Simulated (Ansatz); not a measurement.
# HF/STO-3G run of CH5BOSi (SMILES B[SiH2]C=O)

Aim: the vertical ionisation energy of CH5BOSi at HF/STO-3G, from 2 runs. 

Program for the calculation: Ansatz 0.2.0.

123 further runs of the same task are left out: 123 set aside as unsound or not needed.

## (1) Starting point

The species is CH5BOSi (9 atoms), meant as a singlet with charge 0. As SMILES, `B[SiH2]C=O`. The coordinates come from a PBE0-D4/def2-TZVP relaxation. This is one conformer, not always the lowest.

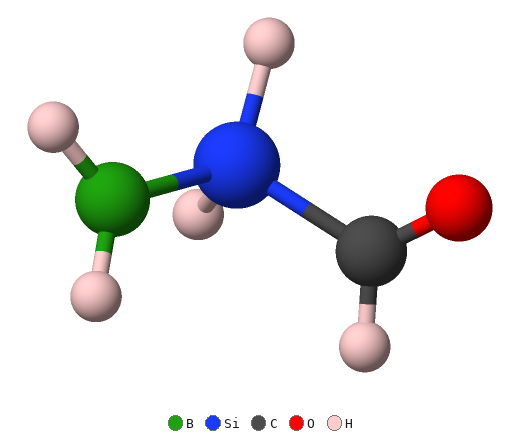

Viewed from a chosen angle; boron green, silicon blue, carbon dark grey, oxygen red, hydrogen pink.

## (2) The energy at HF/STO-3G

File in.yaml:

```yaml
crystal:
  periodic: [false, false, false]
  atoms:
    - {symbol: B, position_ang: [-0.950100, 0.850000, -1.073100]}
    - {symbol: Si, position_ang: [0.610800, -0.206000, -0.386500]}
    - {symbol: C, position_ang: [0.330600, -0.553700, 1.494500]}
    - {symbol: O, position_ang: [1.022800, -0.098400, 2.365800]}
    - {symbol: H, position_ang: [-2.057600, 0.518200, -0.767000]}
    - {symbol: H, position_ang: [-0.828800, 1.799400, -1.786900]}
    - {symbol: H, position_ang: [1.958100, 0.387600, -0.570700]}
    - {symbol: H, position_ang: [0.542000, -1.540900, -1.055900]}
    - {symbol: H, position_ang: [-0.539200, -1.202400, 1.762900]}
basis:
  gaussian:
    orbitals: STO-3G
total_charge: 0
hamiltonian:
  xc: hf
accuracy: high
output: {orbitals: {seedname: orbitals}}
```

The run is started by

```console
$ ansatz run in.yaml --threads 1 --pin off --max-ram 3480MiB --events-out events.jsonl --progress --plain --runs-dir runs
```

Output:

```text
Warning: RAYON_NUM_THREADS=1 ignored (pool sized by the plan → 1); use --threads N
Functional definition: HF
  name "HF"
  exchange = exact_x
  correlation = 0
571 factors; integrals over basis functions are off by at most 2.9e-8 eV
mean field evaluation 1: about -11535.3025 eV, gradient 3.3e1 eV
mean field evaluation 2: about -11535.3723 eV, gradient 3.3e1 eV
mean field evaluation 4: about -11539.4263 eV, gradient 2.9e0 eV
mean field evaluation 8: about -11539.4904 eV, gradient 8.1e-2 eV
mean field -11539.49039344 eV, -424.0684502114 hartree, gradient 1.4e-8 eV, S^2 0.000000; 0 other end points of the search recorded, 0 dependent functions left out
reference -11539.49039344 eV, -424.0684502114 hartree; 19, 19 occupied and 10, 10 virtual orbitals, 571 factors
Total energy: -11539.49039344 eV, -424.0684502114 hartree
```

Run time: 0.26 s. Hardware: 1 thread of Arm Neoverse V2, shared host.

## (3) The doublet cation, same level

File molecule.yaml:

```yaml
crystal:
  periodic: [false, false, false]
  atoms:
    - {symbol: B, position_ang: [-0.950100, 0.850000, -1.073100]}
    - {symbol: Si, position_ang: [0.610800, -0.206000, -0.386500]}
    - {symbol: C, position_ang: [0.330600, -0.553700, 1.494500]}
    - {symbol: O, position_ang: [1.022800, -0.098400, 2.365800]}
    - {symbol: H, position_ang: [-2.057600, 0.518200, -0.767000]}
    - {symbol: H, position_ang: [-0.828800, 1.799400, -1.786900]}
    - {symbol: H, position_ang: [1.958100, 0.387600, -0.570700]}
    - {symbol: H, position_ang: [0.542000, -1.540900, -1.055900]}
    - {symbol: H, position_ang: [-0.539200, -1.202400, 1.762900]}
basis:
  gaussian:
    orbitals: STO-3G
total_charge: 1
magnetization:
  spin_polarized: true
  initial_magnetization: 1
hamiltonian:
  xc: hf
accuracy: high
output: {orbitals: {seedname: orbitals}}
```

The run is started by

```console
$ ansatz run molecule.yaml --threads 1 --pin off --max-ram 3480MiB --events-out events.jsonl --progress --plain --runs-dir runs
```

Output:

```text
Warning: RAYON_NUM_THREADS=1 ignored (pool sized by the plan → 1); use --threads N
[... 4 set-up lines as earlier in the session ...]
571 factors; integrals over basis functions are off by at most 2.9e-8 eV
mean field evaluation 1: about -11525.8917 eV, gradient 2.7e1 eV
mean field evaluation 2: about -11525.9507 eV, gradient 2.7e1 eV
mean field evaluation 4: about -11532.7006 eV, gradient 5.7e0 eV
mean field evaluation 8: about -11533.8725 eV, gradient 5.0e-1 eV
mean field evaluation 16: about -11533.8840 eV, gradient 1.7e-8 eV
mean field evaluation 32: about -11527.8139 eV, gradient 3.2e1 eV
mean field -11533.88398620 eV, -423.8624185455 hartree, gradient 1.3e-8 eV, S^2 0.814580; 0 other end points of the search recorded, 0 dependent functions left out
reference -11533.88398620 eV, -423.8624185455 hartree; 19, 18 occupied and 10, 11 virtual orbitals, 571 factors
Total energy: -11533.88398620 eV, -423.8624185455 hartree
```

It took 0.42 s on 1 thread of Arm Neoverse V2, shared host.

## (4) What came out

At HF/STO-3G:

| quantity | value |
| --- | --- |
| singlet CH5BOSi: total energy | -424.06845 Eh |
| singlet CH5BOSi: HOMO energy | -7.69 eV |
| singlet CH5BOSi: LUMO energy | 5.91 eV |
| singlet CH5BOSi: HOMO–LUMO gap | 13.61 eV |
| doublet cation: total energy | -423.86242 Eh |
| doublet cation: HOMO energy (highest over α and β) | -15.41 eV |
| doublet cation: LUMO energy (lowest over α and β) | -3.20 eV |
| doublet cation: ⟨S²⟩ | 0.815 |
| vertical ionisation energy (to the doublet cation) | 5.606 eV |

What this shows: The vertical ionisation energy comes to 5.61 eV (129 kcal/mol). −ε(HOMO) before ionisation, 7.69 eV, is 2.09 eV above this ionisation energy. In a minimal basis such a difference can be off by several eV, whatever the method.
